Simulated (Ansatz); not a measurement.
Consider this structure.

```
Ga As
1.0
     5.60338    0.00000    0.00000
     0.00000    5.60338    0.00000
     0.00000    0.00000    5.60338
Ga As
4 4
Cartesian
  0.0000 0.0000 0.0000
  0.0000 2.8017 2.8017
  2.8017 0.0000 2.8017
  2.8017 2.8017 0.0000
  1.4008 1.4008 1.4008
  1.4008 4.2025 4.2025
  4.2025 1.4008 4.2025
  4.2025 4.2025 1.4008
```

**What does this file describe?**

Chemical formula GaAs. It is face-centred cubic, space group F-43m (No. 216). Prototype: zinc blende (sphalerite type). Atoms per cell: 8 (4 Ga, 4 As). The polyhedra are GaAs4 tetrahedra; they share corners. Around each Ga lie four As in a tetrahedral arrangement at 2.43 Å. Each As atom has four Ga in a tetrahedral arrangement at 2.43 Å around it. The bonds build a three-dimensional framework.

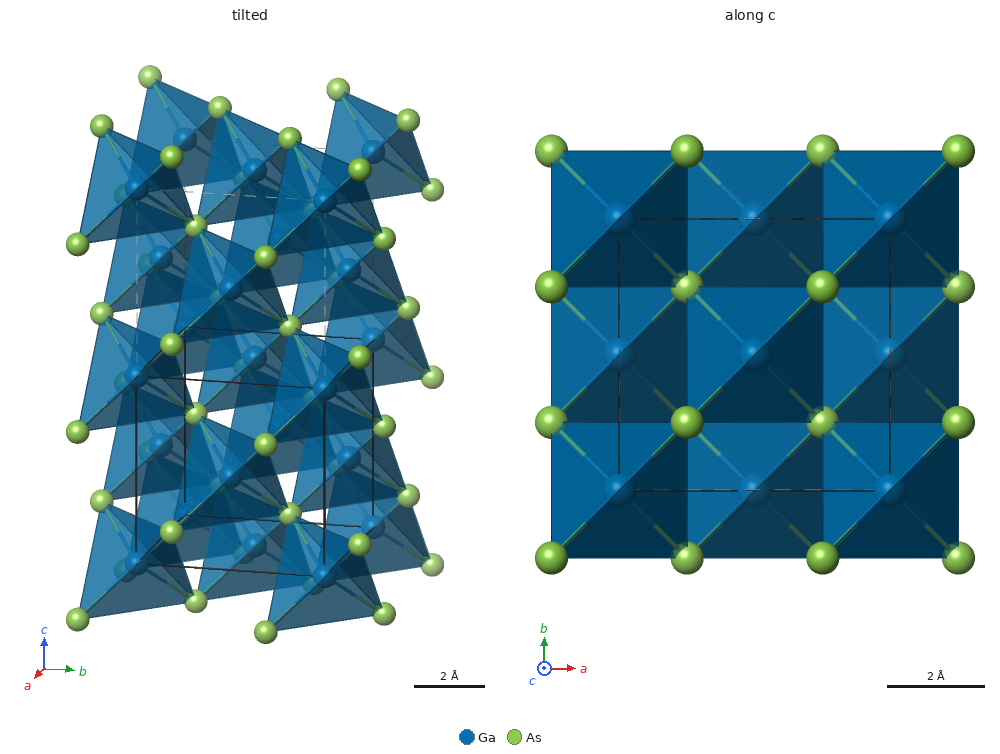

Drawn in the polyhedral manner and seen slightly off an axis and along the c axis. A block of 1×1×2 cells is shown, with one conventional unit cell in solid outline. Some neighbours outside the box are added.

Its origin is a structure listed in the Materials Project. Earlier steps of the study may have refined or changed the cell and positions. A calculation with Ansatz used it as input.
